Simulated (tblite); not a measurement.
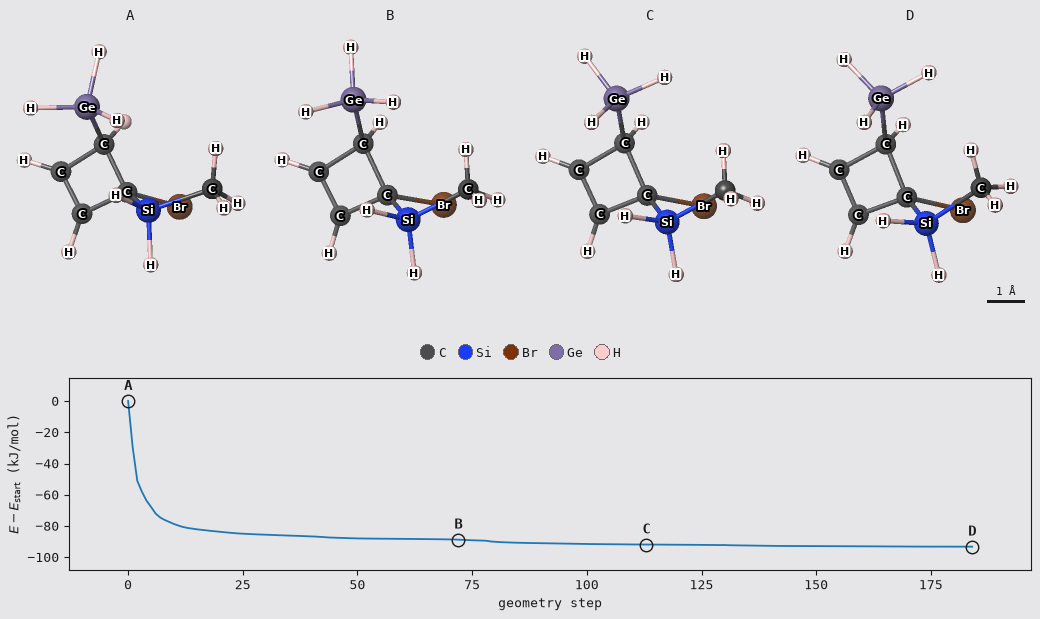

Frames of a relaxation of C$_{5}$H$_{11}$BrGeSi, marked on the history of the run. The picture is a ball-and-stick view, seen from a free direction.

These are results of tblite 0.8.0, GFN2-xTB geometry optimisation, gas phase, not measurements. 

**Describe the path.**

An H atom moves most after the best rigid fit: 1.88 Å. Largest moves by element: H 1.88 Å, Ge 0.46 Å, C 0.39 Å, Si 0.36 Å, Br 0.13 Å. Near-neighbour distances that change, for instance: Ge–Si 3.279 → 3.624 Å, C–C 1.450 → 1.553 Å, Ge–H 1.572 → 1.497 Å, C–C 1.429 → 1.488 Å. Bond angles that change, for instance: C–Si–H 114.8° → 107.3°, C–C–Ge 109.4° → 116.8°, C–Si–H 105.9° → 111.7°. Groups turn about C–Ge by about 65°. After 184 geometry steps the energy has fallen by 93.3 kJ/mol. Cost: 2 s on 1 thread of Arm Neoverse V1, on a shared host. From step 0 to 72: an H atom moves most (0.71 Å), energy −88.8 kJ/mol. From step 72 to 113: an H atom moves most (0.93 Å), energy −3.15 kJ/mol. From step 113 to 184: an H atom moves most (0.54 Å), energy −1.36 kJ/mol.
